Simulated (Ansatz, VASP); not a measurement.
# Cross-check of InP between VASP and Ansatz, part 2 of 2

One calculation is typed for both programs; each brings its own data sets. How far apart do they land? The cell is taken from a series of VASP runs on this material, whose earlier steps may have relaxed, scaled or displaced it; both programs get it as it stands. Valence electrons are named where the data sets of a main pair hold unlike numbers.

VASP 6.6.1 and Ansatz 0.2.0.

So far. Step 3 (VASP: band structure, PBE): The run ends at a pressure of 2.76 GPa.

## (5) VASP: band structure, r2SCAN

Level of this step: r2SCAN; plane waves and PAW (In_d, P) (VASP).

The same path points are solved in both programs, so levels can be compared one by one.

INCAR

```
SYSTEM = InP
PREC = Accurate
ENCUT = 350
EDIFF = 1E-06
NELM = 100
ISMEAR = 0
SIGMA = 0.03
LREAL = .FALSE.
ALGO = Normal
METAGGA = R2SCAN
LASPH = .TRUE.
NBANDS = 21
LORBIT = 11
LWAVE = .FALSE.
LCHARG = .FALSE.
KPAR = 4
```

POSCAR

```
InP
1.0
    0.0000000000      2.9343500000      2.9343500000
    2.9343500000      0.0000000000      2.9343500000
    2.9343500000      2.9343500000      0.0000000000
In P
1 1
Direct
    0.0000000000      0.0000000000      0.0000000000
    0.7500000000      0.7500000000      0.7500000000
```

KPOINTS

```
Automatic mesh
0
Gamma
6 6 6
0 0 0
```

KPOINTS_OPT

```
Line mode
10
Line-mode
Reciprocal
  0.00000000   0.00000000   0.00000000 GAMMA
  0.50000000   0.00000000   0.50000000 X

  0.50000000   0.00000000   0.50000000 X
  0.50000000   0.25000000   0.75000000 W

  0.50000000   0.25000000   0.75000000 W
  0.37500000   0.37500000   0.75000000 K

  0.37500000   0.37500000   0.75000000 K
  0.00000000   0.00000000   0.00000000 GAMMA

  0.00000000   0.00000000   0.00000000 GAMMA
  0.50000000   0.50000000   0.50000000 L

  0.50000000   0.50000000   0.50000000 L
  0.62500000   0.25000000   0.62500000 U

  0.62500000   0.25000000   0.62500000 U
  0.50000000   0.25000000   0.75000000 W

  0.50000000   0.25000000   0.75000000 W
  0.50000000   0.50000000   0.50000000 L

  0.50000000   0.50000000   0.50000000 L
  0.37500000   0.37500000   0.75000000 K

  0.62500000   0.25000000   0.62500000 U
  0.50000000   0.00000000   0.50000000 X
```

Potentials, in the order of the species: In_d and P (PBE family, release 64).

The run is started by

```sh
$ mpirun -np 4 vasp_std
```

Numbers of over 12 decimals in the logs are rounded to 6 here.

Output:

```text
[banner, memory and clock lines left out]
running    4 mpi-ranks, on    1 nodes
[...]
|                                                                             |
|               ----> ADVICE to this user running VASP <----                  |
|                                                                             |
|     You enforced a specific xc type in the INCAR file but a different       |
|     [... a line on the potential file left out ...]
|     I HOPE YOU KNOW WHAT YOU ARE DOING!                                     |
|                                                                             |

 LDA part: xc-table for (None), standard interpolation
 POSCAR, INCAR and KPOINTS ok, starting setup
[...]
entering main loop
       N       E                     dE             d eps       ncg     rms          rms(c)
DAV:   1     0.900299105734E+02    0.90030E+02   -0.61929E+03   677   0.732E+02
DAV:   2    -0.261846366114E+02   -0.11621E+03   -0.10868E+03   710   0.243E+02
[...]
DAV:  13    -0.322812872366E+02   -0.38239E-06   -0.15901E-06   776   0.868E-03
   1 F= -.32281287E+02 E0= -.32281287E+02  d E =-.142139E-16
 Start KPOINTS_OPT (optional k-point list driver)
k-point batch [1-16\100]
       N       E                     dE             ncg
DAV:   1     0.580086558424E+03   -0.51183E+04      703
DAV:   2    -0.131759574280E+04   -0.18977E+04      710
DAV:   3    -0.147446160965E+04   -0.15687E+03      799
DAV:   4    -0.147858129571E+04   -0.41197E+01      828
DAV:   5    -0.147882373180E+04   -0.24244E+00      957
DAV:   6    -0.147882949983E+04   -0.57680E-02      858
DAV:   7    -0.147882966659E+04   -0.16677E-03      997
DAV:   8    -0.147882966923E+04   -0.26355E-05      767
DAV:   9    -0.147882966935E+04   -0.12487E-06      511
[...]
k-point batch [97-100\100]
       N       E                     dE             ncg
DAV:   1     0.637201648780E+04   -0.19271E+04      173
DAV:   2     0.590976682614E+04   -0.46225E+03      189
DAV:   3     0.587351859614E+04   -0.36248E+02      227
DAV:   4     0.587265203111E+04   -0.86657E+00      198
DAV:   5     0.587260173417E+04   -0.50297E-01      272
DAV:   6     0.587260117727E+04   -0.55690E-03      188
DAV:   7     0.587260115337E+04   -0.23895E-04      280
DAV:   8     0.587260115321E+04   -0.16693E-06      156
```

Parts of OUTCAR (step 5):

```text
  Total        0.3426620      0.3426620      0.3426620     -0.0000000     -0.0000000      0.0000000
  in kB       10.8645253     10.8645253     10.8645253     -0.0000000     -0.0000000      0.0000000
  external PRESSURE =      10.8645253 kB  Pullay stress =       0.0000000 kB

 POSITION                                       TOTAL-FORCE (eV/Angst)
 -----------------------------------------------------------------------------------
      0.00000      0.00000      0.00000        -0.000000     -0.000000     -0.000000
      4.40152      4.40152      4.40152         0.000000      0.000000      0.000000
 -----------------------------------------------------------------------------------
    total drift:                               -0.000001     -0.000001     -0.000001

  FREE ENERGIE OF THE ION-ELECTRON SYSTEM (eV)
  ---------------------------------------------------
  free  energy   TOTEN  =       -32.2812872366 eV

  energy  without entropy=      -32.2812872366  energy(sigma->0) =      -32.28128724

[... 2 parts as in an earlier step ...]

[... 1 further part left out ...]
[key lines of the parts left out:]
E-fermi :   5.1393
```

The run ends at a pressure of 1.09 GPa.

## (6) Ansatz: band structure, r2SCAN

The same cell, functional, mesh and smearing now go to Ansatz, which takes its cutoff from its data sets.

The cell is taken from a series of VASP runs on this material, whose earlier steps may have relaxed, scaled or displaced it; both programs get it as it stands.

input.yaml

```yaml
crystal:
  lattice:
    - [0.0, 2.93435, 2.93435]
    - [2.93435, 0.0, 2.93435]
    - [2.93435, 2.93435, 0.0]
  atoms:
    - { symbol: In, position: [0.0, 0.0, 0.0] }
    - { symbol: P, position: [0.75, 0.75, 0.75] }
hamiltonian:
  xc: r2scan
  pseudopotentials: { kind: paw }
kpoints:
  mp_grid: { grid: [6, 6, 6] }
  band_path:
    path:
      - [0.0, 0.0, 0.0]
      - [0.16667, 0.0, 0.16667]
      - [0.33333, 0.0, 0.33333]
      - [0.5, 0.0, 0.5]
      - [0.5, 0.08333, 0.58333]
      - [0.5, 0.19444, 0.69444]
      - [0.5, 0.25, 0.75]
      - [0.45833, 0.29167, 0.75]
      - [0.40278, 0.34722, 0.75]
      - [0.375, 0.375, 0.75]
      - [0.20833, 0.20833, 0.41667]
      - [0.08333, 0.08333, 0.16667]
      - [0.0, 0.0, 0.0]
      - [0.22222, 0.22222, 0.22222]
      - [0.38889, 0.38889, 0.38889]
      - [0.51389, 0.47222, 0.51389]
      - [0.55556, 0.38889, 0.55556]
      - [0.61111, 0.27778, 0.61111]
      - [0.61111, 0.25, 0.63889]
      - [0.56944, 0.25, 0.68056]
      - [0.51389, 0.25, 0.73611]
      - [0.5, 0.27778, 0.72222]
      - [0.5, 0.38889, 0.61111]
      - [0.5, 0.47222, 0.52778]
      - [0.48611, 0.48611, 0.52778]
      - [0.43056, 0.43056, 0.63889]
      - [0.38889, 0.38889, 0.72222]
      - [0.59722, 0.19444, 0.59722]
      - [0.55556, 0.11111, 0.55556]
      - [0.5, 0.0, 0.5]
    npoints: 1
scf:
  occupations: { method: gaussian, width: 0.03 }
  n_extra_bands: 7
output:
  forces: true
  stress: true
  eigenvalues: true
  write_density: true
  write_potential: true
  elf: true
  volumetric_format: npy
```

The run is started by

```sh
$ ansatz run input.yaml --threads 2 --pin off --max-ram 4608MiB --backend cpu --events-out ev --progress --plain --runs-dir out
```

Output:

```text
[...]
Crystal: 2 atoms, lattice volume = 50.532 Å³
Basis set: ecut = 500 eV, 1243 PW (Γ), exchange–correlation on 128×128×128 points (64 copies of the dense FFT grid, shifted against one another)
Bands: 16, of which v1, the nominal top of the filled ones, is band 9 counted from 1 (8 counted from 0)
Symmetry: 24 space group operations
[...]
k-point 0: bands = [... 5 lower, -5.1987, 6.7727, 6.7727, 6.7727, 7.9132, 11.1965, 11.1965, 11.1965, ... 3 higher]
  k-point 1: bands = [... 5 lower, -4.8711, 4.6066, 6.4608, 6.4608, 8.9465, 11.6339, 11.6503, 11.6503, ... 3 higher]
  k-point 2: bands = [... 5 lower, -4.0306, 2.1221, 5.9728, 5.9728, 8.7831, 11.9870, 11.9870, 13.4979, ... 3 higher]
  k-point 15: bands = [... 5 lower, -2.6763, 1.0295, 3.8791, 3.9168, 10.3329, 10.7249, 14.0404, 14.2983, ... 3 higher]
[key lines of the parts left out:]
SCF converged after 6 iterations
Free energy (F): -6371.724833 eV
Fermi energy:    7.343383 eV
P = ⅓ Tr σ = 1.3912 GPa (13.912 kbar)
```

The job ended after 6.3 s (2 threads of Arm Neoverse N1, shared host; peak memory 0.43 GiB).

## (7) Differences

What differs besides the data sets and the points named for the pairs above, as far as they apply: VASP keeps PBE cores, Ansatz makes them for the functional; the cutoff is 500 eV in Ansatz and 350 eV in VASP. Total energies have different zeros and are not compared.

Compared:

```csv
quantity,Ansatz,VASP,difference
pressure (GPa),1.39,1.09,+0.30
gap over the path points (eV),1.141,1.143,-0.003
```

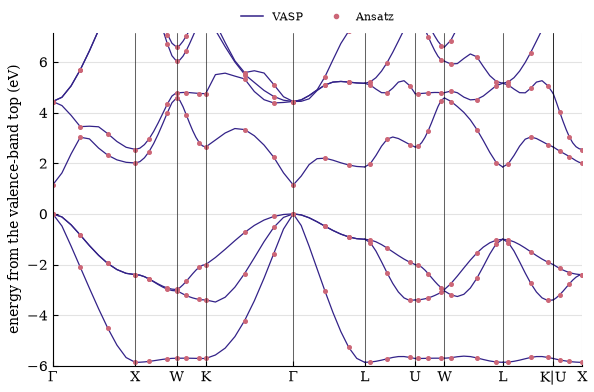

Bands from VASP (lines) and levels from Ansatz (dots). Dots without a line are higher empty bands that the VASP plot leaves out.

Levels at points of the path, from each program's valence-band top (eV; 3 filled, then empty):

```csv
k (reciprocal lattice),Ansatz,VASP
0.000 0.000 0.000,0.00 0.00 0.00 1.14 4.42 4.42,0.00 0.00 0.00 1.14 4.44 4.44
0.167 0.000 0.167,-2.11 -0.83 -0.83 3.02 3.44 5.67,-2.11 -0.83 -0.83 3.03 3.44 5.69
0.333 0.000 0.333,-4.51 -1.96 -1.96 2.31 3.16 8.10,-4.51 -1.96 -1.96 2.32 3.17 8.12
0.500 0.000 0.500,-5.86 -2.40 -2.40 2.01 2.54 9.86,-5.86 -2.40 -2.40 2.01 2.55 9.86
0.500 0.083 0.583,-5.82 -2.57 -2.56 2.46 2.95 8.93,-5.83 -2.57 -2.57 2.46 2.96 8.95
0.500 0.194 0.694,-5.72 -2.98 -2.93 3.99 4.32 6.71,-5.72 -2.97 -2.93 4.00 4.34 6.72
0.500 0.250 0.750,-5.70 -3.04 -2.98 4.57 4.77 6.02,-5.70 -3.04 -2.99 4.58 4.79 6.03
0.458 0.292 0.750,-5.70 -3.22 -2.66 3.91 4.78 6.44,-5.70 -3.22 -2.66 3.91 4.79 6.45
0.403 0.347 0.750,-5.71 -3.38 -2.10 2.81 4.74 7.57,-5.71 -3.38 -2.11 2.82 4.76 7.59
0.375 0.375 0.750,-5.71 -3.40 -2.00 2.63 4.74 7.98,-5.71 -3.40 -2.00 2.64 4.75 8.01
```

Among the levels compared at these points, filled levels agree within 2 meV and empty ones within 27 meV.

## (8) VASP: band structure, LDA

Levels along a path test the potential and the projectors away from the mesh points. The cell compared in this pair holds 49.50 Å³, against 50.53 Å³ for the pair before.

Edit INCAR of step 5 so:

```diff
@@ -9,4 +9,3 @@
 ALGO = Normal
-METAGGA = R2SCAN
-LASPH = .TRUE.
+GGA = CA
 NBANDS = 21
```

POSCAR

```
InP
1.0
    0.0000000000      2.9142283262      2.9142283262
    2.9142283262      0.0000000000      2.9142283262
    2.9142283262      2.9142283262      0.0000000000
In P
1 1
Direct
    0.0000000000      0.0000000000      0.0000000000
    0.7500000000      0.7500000000      0.7500000000
```

KPOINTS is that of step 5.

KPOINTS_OPT is that of step 5.

The projector-augmented-wave data sets are In_d and P (LDA family, release 64).

The run is started by

```sh
$ mpirun -np 4 vasp_std
```

Output:

```text
[banner, memory and clock lines left out]
running    4 mpi-ranks, on    1 nodes
[...]
LDA part: xc-table for (Slater(with rela. corr.)+CA(PZ))
 , standard interpolation
 POSCAR, INCAR and KPOINTS ok, starting setup
[...]
entering main loop
       N       E                     dE             d eps       ncg     rms          rms(c)
DAV:   1     0.109988498888E+03    0.10999E+03   -0.62238E+03   680   0.718E+02
DAV:   2    -0.145499104964E+01   -0.11144E+03   -0.10398E+03   723   0.223E+02
DAV:   3    -0.988402136451E+01   -0.84290E+01   -0.83580E+01   834   0.633E+01
DAV:   4    -0.100963614753E+02   -0.21234E+00   -0.21217E+00   821   0.981E+00
[...]
DAV:  11    -0.965807295926E+01   -0.14587E-05   -0.30141E-05   963   0.657E-02    0.265E-02
DAV:  12    -0.965807143817E+01    0.15211E-05   -0.25595E-06   819   0.107E-02    0.605E-03
DAV:  13    -0.965807147770E+01   -0.39536E-07   -0.39816E-07   459   0.374E-03
   1 F= -.96580715E+01 E0= -.96580715E+01  d E =-.285049E-26
 Start KPOINTS_OPT (optional k-point list driver)
k-point batch [1-16\100]
       N       E                     dE             ncg
DAV:   1     0.665076910511E+03   -0.57413E+04      690
DAV:   2    -0.118580563976E+04   -0.18509E+04      735
DAV:   3    -0.133546827065E+04   -0.14966E+03      802
DAV:   4    -0.133943113395E+04   -0.39629E+01      849
DAV:   5    -0.133961527635E+04   -0.18414E+00      899
DAV:   6    -0.133962086435E+04   -0.55880E-02      913
DAV:   7    -0.133962096347E+04   -0.99123E-04      927
DAV:   8    -0.133962096542E+04   -0.19502E-05      782
DAV:   9    -0.133962096548E+04   -0.62196E-07      506
[...]
k-point batch [97-100\100]
       N       E                     dE             ncg
DAV:   1     0.621741954454E+04   -0.19390E+04      178
DAV:   2     0.578434962523E+04   -0.43307E+03      194
DAV:   3     0.574910263083E+04   -0.35247E+02      211
DAV:   4     0.574821276564E+04   -0.88987E+00      203
DAV:   5     0.574817167028E+04   -0.41095E-01      262
DAV:   6     0.574817130650E+04   -0.36378E-03      203
DAV:   7     0.574817129102E+04   -0.15488E-04      262
DAV:   8     0.574817129092E+04   -0.94166E-07      147
```

Parts of OUTCAR (step 8):

```text
  Total       -0.0883869     -0.0883869     -0.0883869     -0.0000000      0.0000000     -0.0000000
  in kB       -2.8608670     -2.8608670     -2.8608670     -0.0000000      0.0000000     -0.0000000
  external PRESSURE =      -2.8608670 kB  Pullay stress =       0.0000000 kB

 POSITION                                       TOTAL-FORCE (eV/Angst)
 -----------------------------------------------------------------------------------
      0.00000      0.00000      0.00000         0.000000     -0.000000     -0.000000
      4.37134      4.37134      4.37134        -0.000000      0.000000      0.000000
 -----------------------------------------------------------------------------------
    total drift:                                0.000000      0.000000      0.000000

  FREE ENERGIE OF THE ION-ELECTRON SYSTEM (eV)
  ---------------------------------------------------
  free  energy   TOTEN  =        -9.6580714777 eV

  energy  without entropy=       -9.6580714777  energy(sigma->0) =       -9.65807148

[... 1 part as in an earlier step ...]

[... 2 further parts left out ...]
[key lines of the parts left out:]
E-fermi :   5.4209
```

The run ends at a pressure of -0.29 GPa.

## (9) Ansatz: band structure, LDA

The same cell, functional (in two slightly different forms), mesh and smearing now go to Ansatz, which takes its cutoff from its data sets.

The cell is taken from a series of VASP runs on this material, whose earlier steps may have relaxed, scaled or displaced it; both programs get it as it stands.

Edit input.yaml of step 6 so:

```diff
@@ -2,5 +2,5 @@
   lattice:
-    - [0.0, 2.93435, 2.93435]
-    - [2.93435, 0.0, 2.93435]
-    - [2.93435, 2.93435, 0.0]
+    - [0.0, 2.9142283262, 2.9142283262]
+    - [2.9142283262, 0.0, 2.9142283262]
+    - [2.9142283262, 2.9142283262, 0.0]
   atoms:
@@ -9,3 +9,3 @@
 hamiltonian:
-  xc: r2scan
+  xc: lda
   pseudopotentials: { kind: paw }
@@ -53,5 +53 @@
   eigenvalues: true
-  write_density: true
-  write_potential: true
-  elf: true
-  volumetric_format: npy
```

The run is started by

```sh
$ ansatz run input.yaml --threads 2 --pin off --max-ram 4608MiB --backend cpu --events-out ev --progress --plain --runs-dir out
```

Output:

```text
[...]
Crystal: 2 atoms, lattice volume = 49.499 Å³
Basis set: ecut = 420 eV, 941 PW (Γ)
Bands: 16, of which v1, the nominal top of the filled ones, is band 9 counted from 1 (8 counted from 0)
Symmetry: 24 space group operations
[...]
k-points: 16 of 216 (time reversal used)
[...]
k-point 0: bands = [... 5 lower, -4.7116, 6.9641, 6.9641, 6.9641, 7.5332, 10.9154, 10.9154, 10.9154, ... 3 higher]
  k-point 1: bands = [... 5 lower, -4.3870, 4.6947, 6.6422, 6.6422, 8.6413, 11.3331, 11.3699, 11.3699, ... 3 higher]
  k-point 2: bands = [... 5 lower, -3.5435, 2.2483, 6.1497, 6.1497, 8.4659, 11.7195, 11.7195, 13.1103, ... 3 higher]
  k-point 15: bands = [... 5 lower, -2.1446, 1.1211, 4.0378, 4.0475, 10.1000, 10.4859, 13.6567, 13.9182, ... 3 higher]
[key lines of the parts left out:]
SCF converged after 6 iterations
Free energy (F): -6183.538047 eV
Fermi energy:    7.249506 eV
P = ⅓ Tr σ = -0.0686 GPa (-0.686 kbar)
```

The job ended after 2.5 s (2 threads; peak memory 0.28 GiB; 4.4 s of CPU time).

## (10) Comparison

What differs besides the data sets and the points named for the pairs above, as far as they apply: the two LDA forms differ slightly; VASP's log shows a relativistic correction to its local exchange, Ansatz's none. Total energies have different zeros and are not compared.

Compared:

```csv
quantity,Ansatz,VASP,difference
pressure (GPa),-0.07,-0.29,+0.22
gap over the path points (eV),0.569,0.597,-0.028
```

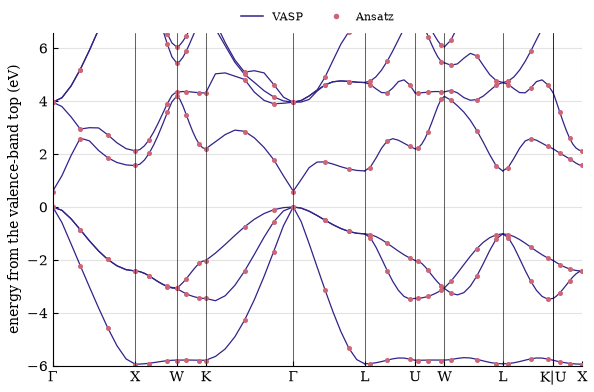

Bands from VASP (lines) and levels from Ansatz (dots). Dots without a line are higher empty bands that the VASP plot leaves out.

Levels at points of the path, from each program's valence-band top (eV; 3 filled, then empty):

```csv
k (reciprocal lattice),Ansatz,VASP
0.000 0.000 0.000,0.00 0.00 0.00 0.57 3.95 3.95,0.00 0.00 0.00 0.60 3.96 3.96
0.167 0.000 0.167,-2.23 -0.86 -0.86 2.58 2.94 5.19,-2.21 -0.86 -0.86 2.60 2.94 5.20
0.333 0.000 0.333,-4.58 -1.98 -1.98 1.86 2.72 7.51,-4.57 -1.98 -1.98 1.86 2.73 7.53
0.500 0.000 0.500,-5.95 -2.42 -2.42 1.57 2.11 9.09,-5.94 -2.42 -2.42 1.56 2.12 9.10
0.500 0.083 0.583,-5.92 -2.60 -2.60 2.02 2.52 8.27,-5.90 -2.60 -2.60 2.02 2.54 8.29
0.500 0.194 0.694,-5.82 -3.01 -2.99 3.57 3.89 6.14,-5.81 -3.01 -2.99 3.57 3.90 6.14
0.500 0.250 0.750,-5.80 -3.08 -3.05 4.18 4.33 5.44,-5.79 -3.08 -3.06 4.17 4.35 5.45
0.458 0.292 0.750,-5.80 -3.27 -2.71 3.48 4.35 5.88,-5.78 -3.28 -2.71 3.49 4.36 5.89
0.403 0.347 0.750,-5.80 -3.43 -2.13 2.37 4.31 7.01,-5.79 -3.44 -2.13 2.37 4.32 7.02
0.375 0.375 0.750,-5.81 -3.45 -2.02 2.19 4.30 7.41,-5.79 -3.46 -2.02 2.19 4.31 7.42
```

Among the levels compared at these points, filled levels agree within 16 meV and empty ones within 28 meV.

## (11) What came out

| Property | Result |
| --- | --- |
| largest difference of a filled level at the path points (band structure, PBE) | 2.8 meV |
| largest difference of a filled level at the path points (band structure, r2SCAN) | 2.5 meV |
| largest difference of a filled level at the path points (band structure, LDA) | 16 meV |

**Reading.** The largest difference of a filled level at the path points is 16 meV (band structure, LDA), within the 80 meV picked in this series as the mark of a large difference. 6 further runs of this series are not shown here. How closely two codes agree says nothing of how well the functional describes the real material.

[Lines on the potential files, build, host, timing and source positions are cut from VASP's logs without a mark.]

[Logs are printed without paths, hosts, clocks, repeated set-up lines and the standing remarks that a program may print on its own settings, such as how far it seeks lower states.]

[Hosts, paths, dates, database ids (printed as entryN), source tags and the programs' standing remarks are cut or masked in the printed files.]
